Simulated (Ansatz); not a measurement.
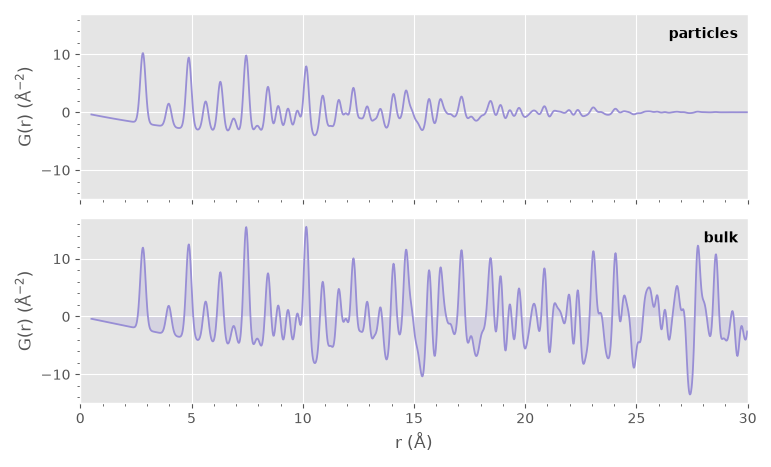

Simulated X-ray pair distribution function, G(r) = R(r)/r − 4πρ₀r, summed over the atomic distances of the structure with each pair weighted by the product of the atomic numbers (X-ray weights at Q = 0); every distance is a Gaussian of σ = 0.12 Å, for spherical particles of Al with the bulk structure: the bulk G(r) is multiplied by the envelope of a sphere of diameter D, 1 − 3r/2D + r³/2D³, with no surface relaxation. The number density is 0.0633 atoms per Å³. It is based on the input geometry of an electronic-structure calculation (not necessarily at equilibrium).

Q: Estimate the particle diameter.

A: About 30 Å (3.0 nm): the signal is half of the bulk amplitude at r ≈ 10.4 Å and vanishes at r = D, fading from view somewhat earlier.

Q: Roughly how many atoms does one particle hold?

A: About 890 (number density 0.0633 Å⁻³ times πD³/6).
